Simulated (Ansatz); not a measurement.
# C$_{2}$H$_{3}$Cl$_{2}$Ga: a changed input and its effect

System: C$_{2}$H$_{3}$Cl$_{2}$Ga, SMILES ClC=[C](Cl)[GaH2].
Method of the first run: RKS r2SCAN-D4/def2-SVP (Ansatz 0.2.0).

Text and figures count atoms from 1; the logs count them from 0 in places.

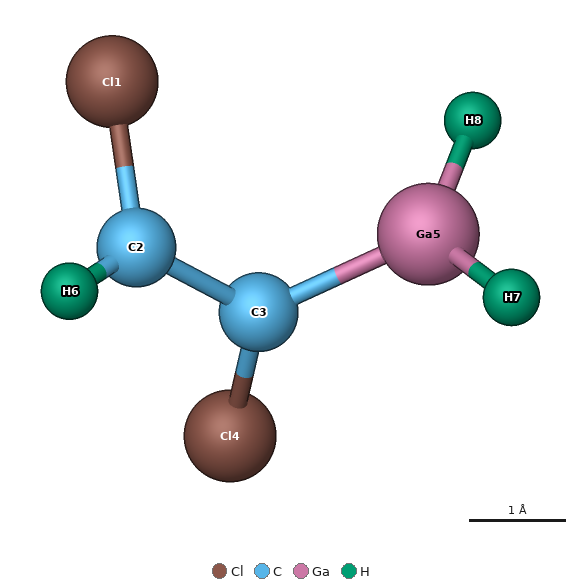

The structure as given in the input (ball-and-stick view, seen at a tilt; atoms are numbered from 1 in the order of the input). Sticks mark near contacts.

## Input file, the first run
```yaml
crystal:
  periodic: [false, false, false]
  atoms:
    - { symbol: Cl, position_ang: [-0.449922, 1.995091, -0.344418] }
    - { symbol: C, position_ang: [-0.725778, 0.75101, 0.881843] }
    - { symbol: C, position_ang: [-0.049026, -0.753456, 0.528916] }
    - { symbol: Cl, position_ang: [-1.062876, -2.15822, 0.388161] }
    - { symbol: Ga, position_ang: [1.923654, -0.722195, 0.308134] }
    - { symbol: H, position_ang: [-1.307881, 1.085627, 1.744529] }
    - { symbol: H, position_ang: [2.795507, -1.007655, 1.567281] }
    - { symbol: H, position_ang: [2.485697, -0.515772, -1.130129] }
basis:
  gaussian: { orbitals: def2-SVP }
hamiltonian:
  xc: r2scan
  dispersion: d4
output:
  forces: true
```

Command:
```bash
ansatz run input.yaml --threads 1 --pin off --max-ram 2560MiB --backend cpu --events-out ev --progress --plain --runs-dir out
```

Hardware: 1 thread of Arm Neoverse N1, 98 GiB of memory available, shared host.

## Output (the first run)
```
Engine: ansatz 0.2.0, aarch64-unknown-linux-gnu
Functional definition: r2SCAN
  parameter k0 = 0.174
  parameter k1 = 0.065
  parameter a1 = 4.9479
  exchange = r2scan_x(k0 = k0, k1 = k1, a1 = a1)
  correlation = r2scan_c
1235 factors; their error is unknown
mean field evaluation 1: about -79518.0847 eV, gradient 4.5e1 eV
mean field evaluation 2: about -79488.3191 eV, gradient 9.9e1 eV
mean field evaluation 4: about -79519.3680 eV, gradient 3.2e1 eV
mean field evaluation 8: about -79522.7743 eV, gradient 2.4e-1 eV
mean field evaluation 16: about -79522.7089 eV, gradient 1.1e-3 eV
mean field -79522.70889222 eV, -2922.4056493609 hartree, gradient 2.0e-5 eV, S^2 0.000000; 0 other end points of the search recorded, 0 dependent functions left out
the calculation of the forces begins
reference -79522.70890287 eV, -2922.4056497523 hartree; 40, 40 occupied and 71, 71 virtual orbitals, 1235 factors
Total energy: -79522.76651862 eV, -2922.4077670923 hartree
Atom 0 at    -0.449922     1.995091    -0.344418 Å, force     0.538457    -0.541922     1.132559 eV/Å
Atom 1 at    -0.725778     0.751010     0.881843 Å, force     2.480881    -4.746206    -2.132073 eV/Å
Atom 2 at    -0.049026    -0.753456     0.528916 Å, force    -2.330637     5.408029     0.541782 eV/Å
Atom 3 at    -1.062876    -2.158220     0.388161 Å, force     0.339537     0.345983     1.083588 eV/Å
Atom 4 at     1.923654    -0.722195     0.308134 Å, force    -0.509260    -0.171047    -0.454724 eV/Å
Atom 5 at    -1.307881     1.085627     1.744529 Å, force    -0.620587    -0.432704    -0.222955 eV/Å
Atom 6 at     2.795507    -1.007655     1.567281 Å, force    -0.048193    -0.029684     0.037944 eV/Å
Atom 7 at     2.485697    -0.515772    -1.130129 Å, force     0.149800     0.167551     0.013877 eV/Å
Dipole moment:     0.103780    -0.022810     0.174618 e Å
```

For the second run the input was changed thus:
```diff
-    - { symbol: C, position_ang: [-0.049026, -0.753456, 0.528916] }
-    - { symbol: Cl, position_ang: [-1.062876, -2.15822, 0.388161] }
-    - { symbol: Ga, position_ang: [1.923654, -0.722195, 0.308134] }
+    - { symbol: C, position_ang: [-0.193041, -0.4333, 0.60402] }
+    - { symbol: Cl, position_ang: [-0.378559, -1.758653, 1.713114] }
+    - { symbol: Ga, position_ang: [0.779522, -0.498, -1.125466] }
-    - { symbol: H, position_ang: [2.795507, -1.007655, 1.567281] }
-    - { symbol: H, position_ang: [2.485697, -0.515772, -1.130129] }
+    - { symbol: H, position_ang: [2.30801, -0.197337, -1.10573] }
+    - { symbol: H, position_ang: [-0.019004, -0.945248, -2.386191] }
```

How does the second run compare with the first run?

On the same kind of shared host the second run took about 150 times as long.

## Output (the second run)
```
Engine: ansatz 0.2.0, aarch64-unknown-linux-gnu
Functional definition: r2SCAN
  parameter k0 = 0.174
  parameter k1 = 0.065
  parameter a1 = 4.9479
  exchange = r2scan_x(k0 = k0, k1 = k1, a1 = a1)
  correlation = r2scan_c
1235 factors; their error is unknown
mean field evaluation 1: about -79519.9006 eV, gradient 5.2e1 eV
mean field evaluation 2: about -79508.7522 eV, gradient 8.3e1 eV
mean field evaluation 4: about -79525.8511 eV, gradient 5.6e0 eV
mean field evaluation 8: about -79525.8461 eV, gradient 1.7e-1 eV
mean field evaluation 16: about -79525.8462 eV, gradient 5.2e-5 eV
mean field -79525.84615184 eV, -2922.5209415255 hartree, gradient 5.2e-5 eV, S^2 0.000000; 0 other end points of the search recorded, 0 dependent functions left out
the calculation of the forces begins
reference -79525.84616247 eV, -2922.5209419164 hartree; 40, 40 occupied and 71, 71 virtual orbitals, 1235 factors
Total energy: -79525.90583054 eV, -2922.5231346773 hartree
Atom 0 at    -0.449922     1.995091    -0.344418 Å, force    -0.002468     0.038017    -0.017792 eV/Å
Atom 1 at    -0.725778     0.751010     0.881843 Å, force    -0.219132     0.461038     0.129650 eV/Å
Atom 2 at    -0.193041    -0.433300     0.604020 Å, force     0.216526    -0.486236    -0.110287 eV/Å
Atom 3 at    -0.378559    -1.758653     1.713114 Å, force     0.001326    -0.018730     0.008836 eV/Å
Atom 4 at     0.779522    -0.498000    -1.125466 Å, force     0.005797    -0.003570    -0.008651 eV/Å
Atom 5 at    -1.307881     1.085627     1.744529 Å, force    -0.001644     0.011028    -0.003612 eV/Å
Atom 6 at     2.308010    -0.197337    -1.105730 Å, force    -0.000216    -0.000927     0.000932 eV/Å
Atom 7 at    -0.019004    -0.945248    -2.386191 Å, force    -0.000189    -0.000620     0.000924 eV/Å
Dipole moment:    -0.053931     0.096110     0.042041 e Å
```

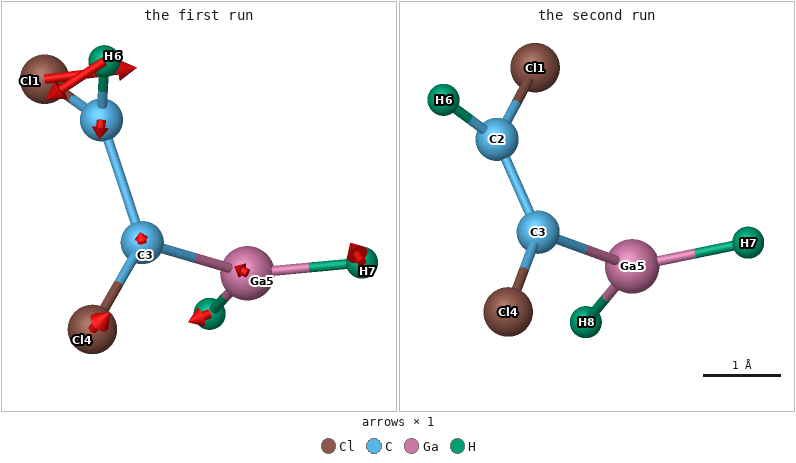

The two input geometries at one scale (ball-and-stick view, seen at a tilt). The red arrows on the first give the shifts of the atoms after the best rigid fit, at true length. The atom that moves furthest after the best rigid fit is Cl1 (1.22 Å). By element the largest moves are Cl 1.22 Å, H 0.93 Å, C 0.26 Å, Ga 0.20 Å. Among the contacts that change: C2–C3 1.687 → 1.328 Å.

## The two runs side by side

```tsv
quantity	the first run	the second run
outcome	converged	converged
total energy (hartree)	−2922.407767	–
largest force (eV/Å)	5.914	–
basis functions	111	–
wall time (shared host)	17 s	42 min
```
